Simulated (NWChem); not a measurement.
# CH2BN (SMILES BC#N) at B3LYP/def2-TZVP

What is the vertical ionisation energy of CH2BN at B3LYP/def2-TZVP? 

The results are computed with NWChem 7.3.0.

## 1. Starting point

CH2BN: 5 atoms, total charge 0, spin state singlet. As SMILES, `BC#N`. The shape is that of a PBE0-D4/def2-TZVP optimisation.

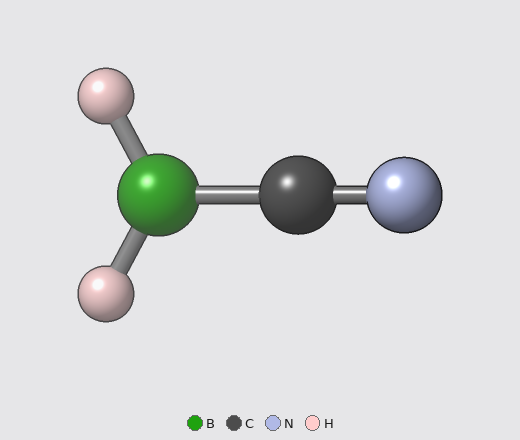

Viewed from a chosen angle; boron green, carbon dark grey, nitrogen light blue, hydrogen pink.

## 2. The energy at B3LYP/def2-TZVP

struct.nw

```
START struct
memory total 2200 mb
charge 0

GEOMETRY units angstrom noautosym nocenter noautoz
 B    -0.219200    0.441300   -0.341900
 C     0.352700   -0.696700    0.490700
 N     0.786500   -1.559600    1.122200
 H    -0.744300    0.187400   -1.377600
 H    -0.125900    1.554000    0.065300
END

BASIS spherical bse
 * library def2-TZVP
END

DFT
 xc b3lyp
 grid fine
 convergence energy 1e-08
 maxiter 100
 mulliken
 noprint "final vectors analysis"
END

TASK dft energy
```

On the command line:

```bash
$ nwchem struct.nw > struct.out
```

Output:

```text
[...]
          Wavefunction type:  closed shell.
          No. of atoms     :     5
          No. of electrons :    20
[...]
          Charge           :     0
          Spin multiplicity:     1
[...]
          AO basis - number of functions:   105
[...]
              XC Information
              --------------
                         B3LYP Method XC Potential
                     Hartree-Fock (Exact) Exchange  0.200
                        Slater Exchange Functional  0.800 local
                    Becke 1988 Exchange Functional  0.720 non-local
              Lee-Yang-Parr Correlation Functional  0.810
                  VWN I RPA Correlation Functional  0.190 local
[...]
 d= 0,ls=0.0,diis     1   -118.8523439981 -1.65D+02  8.93D-03  5.83D-01     1.7
[...]
 d= 0,ls=0.0,diis    11   -118.9227448959 -9.79D-11  3.35D-08  1.42D-11    15.6
         Total DFT energy =     -118.922744895898
      One electron energy =     -250.468529718717
           Coulomb energy =      102.400402206481
    Exchange-Corr. energy =      -17.061853079950
 Nuclear repulsion energy =       46.207235696287
[...]
      Total Density - Mulliken Population Analysis
     ---------------------------------------------
    Atom       Charge   Shell Charges
 -----------   ------   -------------------------------------------------------
    1 B    5     4.97   0.91  1.06  0.55  0.51  0.05  0.97  0.75  0.09  0.03  0.04  0.01
    2 C    6     6.12   0.86  1.11  0.59  0.55  0.08  1.32  1.20  0.35  0.02  0.03  0.01
    3 N    7     6.99   0.82  1.15  0.64  0.80  0.26  1.44  1.26  0.59  0.01  0.03  0.00
    4 H    1     0.96   0.27  0.49  0.20  0.01
    5 H    1     0.96   0.27  0.49  0.20  0.01
[...]
```

Wall time 16 s (1 thread of Intel Xeon Platinum 8559C (Emerald Rapids), shared host); peak memory 0.12 GiB.

## 3. The doublet cation at the same level

calc.nw

```
start calc
title "CH2BN energy"
memory 2200 mb
charge 1

geometry noautosym nocenter noautoz
B    -0.219200    0.441300   -0.341900
C     0.352700   -0.696700    0.490700
N     0.786500   -1.559600    1.122200
H    -0.744300    0.187400   -1.377600
H    -0.125900    1.554000    0.065300
end

basis spherical bse
B library def2-TZVP
C library def2-TZVP
N library def2-TZVP
H library def2-TZVP
end

dft
xc b3lyp
mult 2
grid fine
convergence energy 1e-08
maxiter 100
mulliken
print low
end

task dft energy
```

On the command line:

```bash
$ nwchem calc.nw > calc.out
```

Output:

```text
[...]
 d= 0,ls=0.0,diis     1   -118.2091497094 -1.64D+02  1.01D-02  4.34D-01     2.9
[...]
 d= 0,ls=0.0,diis    14   -118.4699930374 -8.26D-09  2.49D-07  8.79D-10    29.6
[...]
         Total DFT energy =     -118.469993037421
      One electron energy =     -244.345744530534
           Coulomb energy =       96.389709902582
    Exchange-Corr. energy =      -16.721194105756
 Nuclear repulsion energy =       46.207235696287
[...]
      Total Density - Mulliken Population Analysis
     ---------------------------------------------
    Atom       Charge   Shell Charges
 -----------   ------   -------------------------------------------------------
    1 B    5     4.85   0.92  1.05  0.59  0.54  0.03  0.93  0.69  0.04  0.03  0.03  0.01
    2 C    6     5.84   0.86  1.11  0.61  0.57  0.04  1.28  1.12  0.18  0.02  0.03  0.02
    3 N    7     6.74   0.82  1.15  0.67  0.88  0.30  1.38  1.15  0.34  0.01  0.03  0.00
    4 H    1     0.79   0.24  0.44  0.10  0.01
    5 H    1     0.79   0.24  0.44  0.10  0.01
[...]
      <S2> =      0.7594 (Exact =     0.7500)
[...]
```

Run time: 30 s. Hardware: 1 thread of Intel Xeon Platinum 8559C (Emerald Rapids), shared host; peak memory 0.12 GiB.

## 4. What came out

Level: B3LYP/def2-TZVP.

| quantity | value |
| --- | --- |
| singlet CH2BN: total energy | -118.92274 Eh |
| singlet CH2BN: dipole moment | 2.71 D |
| doublet cation: total energy | -118.46999 Eh |
| doublet cation: ⟨S²⟩ | 0.759 |
| vertical ionisation energy (to the doublet cation) | 12.320 eV |

In words: Removing an electron at fixed nuclei costs 12.32 eV (284 kcal/mol). Mulliken charges (singlet CH2BN) run from -0.12 on C2 to +0.04 on H4; they depend strongly on the basis.
